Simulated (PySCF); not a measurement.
C4H8, SMILES `C1CCC1`.

Level of theory: PBE/cc-pVDZ (PySCF), at a geometry from GFN2-xTB. No frequency check shows the geometry to be a minimum.

The calculation's input:

```python
import numpy as np
from pyscf import gto, scf, dft
from pyscf.scf import atom_ks, atom_hf
from scipy.linalg import block_diag

def solve(mol, dm0=None, hcore=None):
    mf = (dft.UKS if mol.spin else dft.RKS)(mol, xc='pbe')
    mf.grids.level = 3
    mf = mf.density_fit(auxbasis='def2-universal-jkfit')
    mf.conv_tol, mf.max_cycle = 1e-8, 80
    if hcore is not None:
        mf.get_hcore = lambda *args: hcore
    mf.kernel(dm0)
    if not mf.converged:
        mf = mf.newton().run(mf.mo_coeff, mf.mo_occ, max_cycle=30)
    assert mf.converged, 'SCF not converged'
    return mf

mol = gto.M(atom='''
C      0.76554     0.76555     0.06440
C      0.76554    -0.76555    -0.06440
C     -0.76554    -0.76555     0.06440
C     -0.76554     0.76555    -0.06440
H      1.11174     1.11164     1.03619
H      1.30534     1.30511    -0.71115
H      1.11174    -1.11164    -1.03619
H      1.30534    -1.30511     0.71115
H     -1.30534    -1.30511    -0.71115
H     -1.11174    -1.11164     1.03619
H     -1.30534     1.30511     0.71115
H     -1.11174     1.11164    -1.03619
''', basis='cc-pvdz', charge=0, spin=0, verbose=4)
mf = solve(mol)
mf.analyze()
# spherically averaged free atoms, for the promolecule
atm = atom_ks.get_atm_nrks(mol, xc='pbe')
pro = block_diag(*[(atm[a[0]][2] * atm[a[0]][3]) @ atm[a[0]][2].T for a in mol._atom])
np.savez('result.npz', e=mf.e_tot, c=mf.mo_coeff, occ=mf.mo_occ, eps=mf.mo_energy, pro=pro, dip=mf.dip_moment(verbose=0), s2=mf.spin_square()[0])
```

Launched as:

```sh
OMP_NUM_THREADS=1 python input.py
```

The run took 10 s on 1 thread of Arm Neoverse V1 (shared host), peak memory 0.4 GiB.

Partitions, critical points and surface values were worked out afterwards from this run's density.

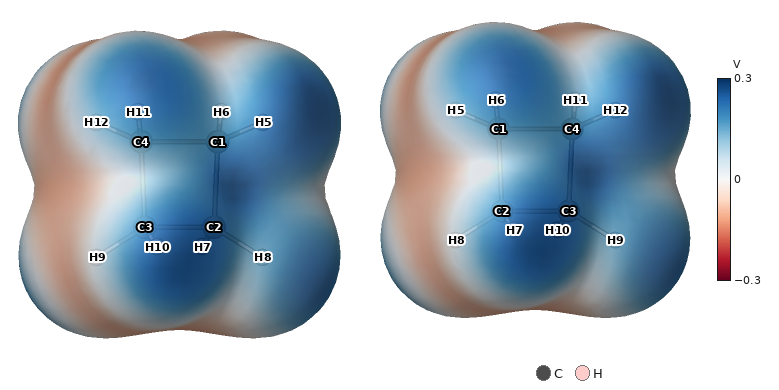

Electrostatic potential on the surface of electron density 0.001 a.u. (back view left, front view right).

Where are the extremes of the potential on the surface?

Answer. Highest: 0.29 V, about equally far (1.8 Å) from H7 and H12, and at like points elsewhere. Lowest: −0.11 V, off the C1–C4 bond (2.0 Å from its atoms), and at like points elsewhere. The surface is sampled at points, so like sites can differ by a few per cent and only the strongest of them is named.
